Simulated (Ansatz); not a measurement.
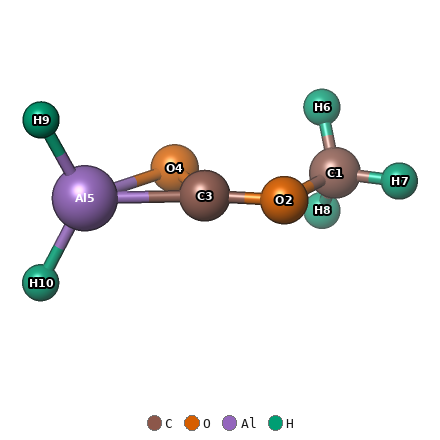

The system is C2H5AlO2; the picture shows the reference structure. Coordinates scanned: (1) dihedral C1–O2–C3–O4; (2) dihedral H6–C1–O2–C3. Nothing is relaxed (all other coordinates rigid). Grid: 12 × 11 points. Points are written as (first, second). All energies are given in kJ/mol relative to the lowest grid point. Theory: RKS SPW92 (LDA)/def2-TZVP (Ansatz 0.2.0).

Its coordinates:

```xyz
10

C    -1.0415   -1.5865   -0.0198
O    -1.0495   -0.2839    0.5867
C    -0.0638    0.4971    0.2807
O     0.8465    0.1108   -0.5130
Al    1.2244    1.9231    0.0681
H    -0.1297   -2.1320    0.2667
H    -1.9377   -2.0935    0.3559
H    -1.0706   -1.4938   -1.1159
H     2.3918    1.9989    1.1407
H     0.9131    3.0086   -1.0472
```

Range: dihedral C1–O2–C3–O4 from −180 to 150°; dihedral H6–C1–O2–C3 from −30 to 150°.

**What landscape does the calculation give?**

The lowest grid point is at (0°, 60°). The energy also falls towards the edge at (0°, −30°) (4.0 kJ/mol above the lowest) and (0°, 150°) (4.0 kJ/mol above the lowest), where a further well may lie outside the range. Higher local minima lie near (−180°, 6°) (9 kJ/mol above the lowest at that grid point); (−180°, 114°) (9 kJ/mol above the lowest at that grid point). The highest grid point, (−90°, 132°), lies 80 kJ/mol above the lowest. On the interpolated surface the easiest way out of the lowest well to the well at (−180°, 6°) passes a barrier of about 72 kJ/mol.

```tsv
dihedral H6–C1–O2–C3 ↓, dihedral C1–O2–C3–O4 →	−180	−150	−120	−90	−60	−30	0	30	60	90	120	150
150	11	28	62	78	55	20	4	22	60	77	54	23
132	10	26	61	80	56	19	5	22	60	79	56	22
114	9	23	58	79	57	19	4	21	58	79	58	24
96	9	22	54	76	57	19	2	20	56	77	59	25
78	10	22	53	73	56	18	1	19	54	74	57	25
60	10	24	54	72	54	18	0	18	54	72	54	24
42	10	25	57	74	54	19	1	18	56	73	53	22
24	9	25	59	77	56	20	2	19	57	76	54	22
6	9	24	58	79	58	21	4	19	57	79	58	23
−12	10	22	56	79	60	22	5	19	56	80	61	26
−30	11	23	54	77	60	22	4	20	55	78	62	28
```

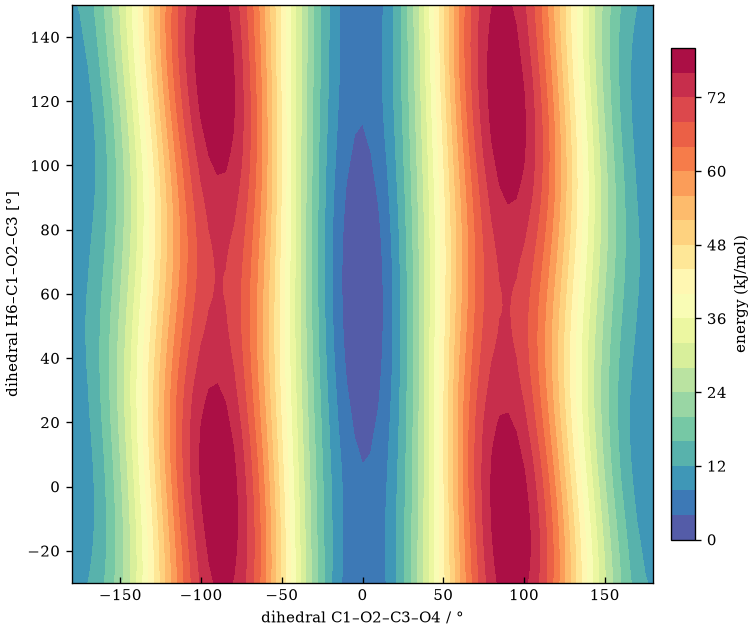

Drawn: filled contours. Between grid points the surface is interpolated.

Each point was launched as `ansatz run input.yaml --threads 1 --pin off --max-ram 2560MiB --backend cpu --events-out ev --progress --plain --runs-dir out`. The whole map (132 points run) took 12 min on 1 thread of Arm Neoverse V1 (shared host).
